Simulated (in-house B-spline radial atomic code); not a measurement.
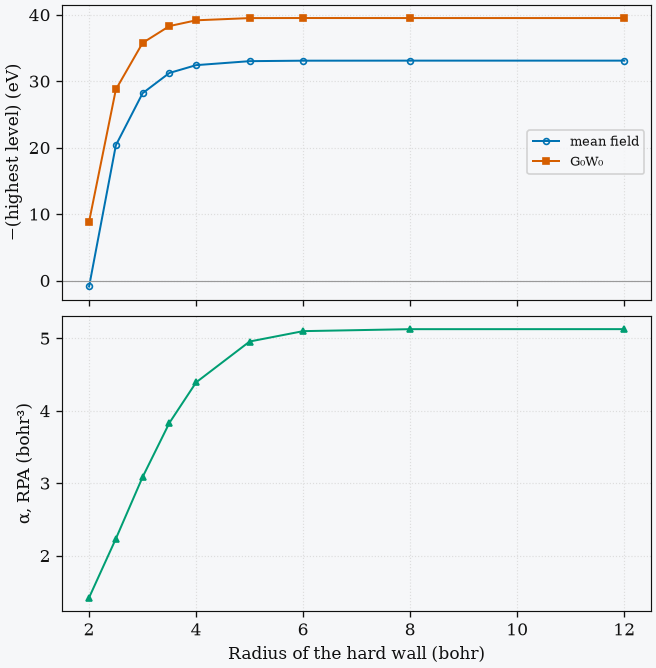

Cl²⁺ ([Ne] 3s² 3p³) confined in a hard spherical wall, PBE start. All-electron spherical atom, non-relativistic, no spin-orbit coupling, Breit or QED terms; computed with a B-spline radial code.

Q: What does confinement do?

A: As the wall closes from 12 to 2 bohr, the mean-field binding energy of 3p↑ goes from 33.10 to −0.89 eV, so the level rises above zero, and the G₀W₀ value from 39.50 (at 12 bohr) to 8.87 eV (at 2 bohr). The RPA-screened polarisability falls from 5.13 to 1.42 bohr³, and the RPA correlation energy goes from −0.8999 to −0.9912 hartree.
